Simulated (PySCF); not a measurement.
Ga(H)(Cl)2(NH3), H₄Cl₂GaN, singlet at its CAM-B3LYP/def2-SVP optimised geometry (Å):

```
8

Ga    -0.6563     0.1613     0.0000
H     -1.4078     1.5214     0.0000
Cl    -1.5243    -1.5214    -1.0813
Cl     1.5243     0.1613     0.0000
N     -0.8883    -0.6505     1.9220
H     -1.8648    -0.8410     2.1556
H     -0.4849    -0.0601     2.6523
H     -0.3859    -1.5415     1.9281
```

Computed with CAM-B3LYP/def2-TZVP (PySCF 2.14.0).

Map of the electrostatic potential (hartree/e), clipped to [-0.08, 0.12] on the plane z = 1.2 Å:

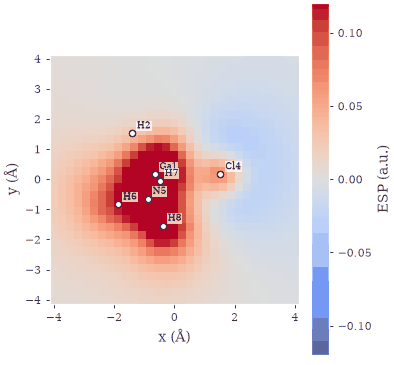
*Electrostatic potential (hartree/e), clipped to [-0.08, 0.12] on the plane z = 1.2 Å.*
